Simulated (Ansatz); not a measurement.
# BNH (doublet): wave-function methods side by side at scale of all distances = 0.874, 6-31G

Aim: climb from Hartree-Fock through coupled cluster and multireference methods for BNH (doublet) at one geometry and basis, and see what each rung misses.

The runs use Ansatz 0.2.0, Gaussian basis; 6-31G, core rule «outside noble gas», up to 2 orbitals frozen.

To be run: UHF; CCSD(T) on ROHF; CCSD(T) on UHF; BCCD(T) on ROHF; CISD; CCSDT(Q) on ROHF; CCSDT(Q) on UHF; CISDTQ; CCSDTQ on ROHF; CASSCF and MRCISD+Q, 3 electrons in 3 orbitals; CASSCF and NEVPT2, 3 electrons in 3 orbitals; CASSCF and MRCISD+Q, 9 electrons in 9 orbitals; CASSCF and NEVPT2, 9 electrons in 9 orbitals; Full CI.

18 further runs of the same task are left out: 1 for a mislabelled method, 2 for a known fault of the program, 10 that didn't finish, 5 set aside as unsound or not needed.

## (1) The system

The geometry derives from a PBE0/def2-TZVP stationary point (not a proven minimum). All distances are scaled together.

3 atoms, charge 0, spin multiplicity 2.

Atoms are counted from 1 here; the program's logs count them from 0.

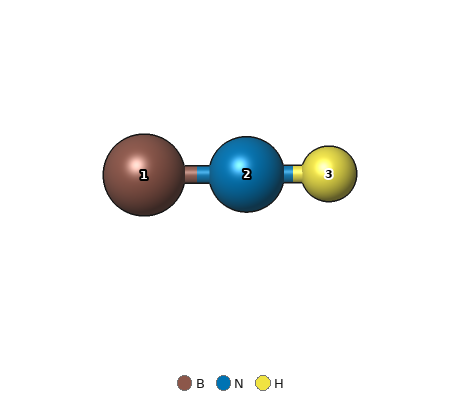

The geometry (boron brown, nitrogen blue, hydrogen yellow); atoms are numbered from 1 in the order of the file.

## (2) UHF

in.yaml reads:

```yaml
crystal:
  periodic: [false, false, false]
  atoms:
    - {symbol: B, position_ang: [0.000000, 0.000000, 1.007936]}
    - {symbol: N, position_ang: [0.000000, 0.000000, -0.070185]}
    - {symbol: H, position_ang: [0.000000, 0.000000, -0.937751]}
basis:
  gaussian: {orbitals: 6-31G}
magnetization: {spin_polarized: true, initial_magnetization: 1}
hamiltonian: {xc: hf}
output: {orbitals: {seedname: orbitals}}
```

The run is started by

```console
$ ansatz run in.yaml --threads 1 --pin off --events-out ev --progress --plain --max-ram 2393MiB
```

Further steps of the session: CCSD(T) on ROHF; CCSD(T) on UHF; BCCD(T) on ROHF; CISD; CCSDT(Q) on ROHF; CCSDT(Q) on UHF; CISDTQ; CCSDTQ on ROHF; CASSCF and MRCISD+Q, 3 electrons in 3 orbitals; CASSCF and NEVPT2, 3 electrons in 3 orbitals; CASSCF and MRCISD+Q, 9 electrons in 9 orbitals; CASSCF and NEVPT2, 9 electrons in 9 orbitals; Full CI.

**Question.** What will the summary of the whole plan be? Wanted: FCI below the RHF energy; RMP2 from FCI; UMP2 from FCI; RCCSD from FCI; RCCSD(T) from FCI; UCCSD(T) from FCI; RCCSDT(Q) from FCI; UCCSDT(Q) from FCI; NEVPT2 pair from FCI.

As calculated:

| quantity | value |
| --- | --- |
| FCI below the RHF energy | -4.2018 eV |
| RMP2 from FCI | +44.0 kJ/mol |
| UMP2 from FCI | +42.6 kJ/mol |
| RCCSD from FCI | +12.0 kJ/mol |
| RCCSD(T) from FCI | +2.0 kJ/mol |
| UCCSD(T) from FCI | +2.1 kJ/mol |
| RCCSDT(Q) from FCI | -0.1 kJ/mol |
| UCCSDT(Q) from FCI | -0.1 kJ/mol |
| NEVPT2 pair from FCI | +31.1 kJ/mol |
| MRCISD+Q pair from FCI | +5.1 kJ/mol |
| NEVPT2 valence from FCI | +31.4 kJ/mol |
| levels within 1 kcal/mol (43 meV) | RCCSD(T), UCCSD(T), BCCD(T), RCCSDT, UCCSDT, CISDTQ, RCCSDT(Q), UCCSDT(Q), RCCSDTQ, MRCISD+Q valence |
| T1 diagnostic | 0.025 |
| effectively unpaired electrons | 1.04 |

RCCSD(T) misses by +2.0 kJ/mol, 0.5 % of the correlation energy. One determinant dominates. Of the multireference levels listed MRCISD+Q valence comes nearest in total energy (+2.4 kJ/mol), which doesn't show that its space is the better one. These misses are within one basis, not against nature; the frozen cores of restricted and unrestricted runs differ, which can shift their rows.
